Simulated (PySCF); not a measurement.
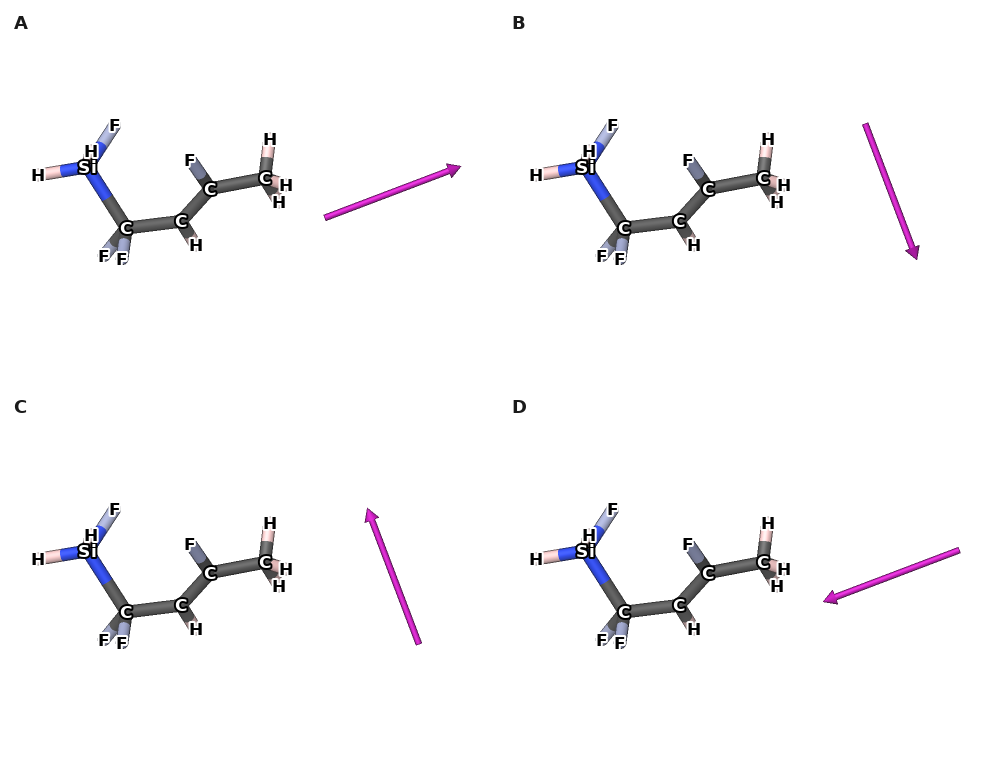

The same molecule four times, each with an arrow. The geometry was computed by an optimisation with GFN2-xTB. No frequency run is at hand to confirm it as a minimum. Level of theory: CAM-B3LYP/def2-SVPD, gas phase (PySCF 2.14.0).

### Which arrow points along the dipole moment, from the negative to the positive end?

A. The dipole moment is 2.14 D.

The geometry is semi-empirical. Around Si such bond lengths and angles can be off by a tenth of an ångström or more and by several degrees, and values that hang on the shape move with them.
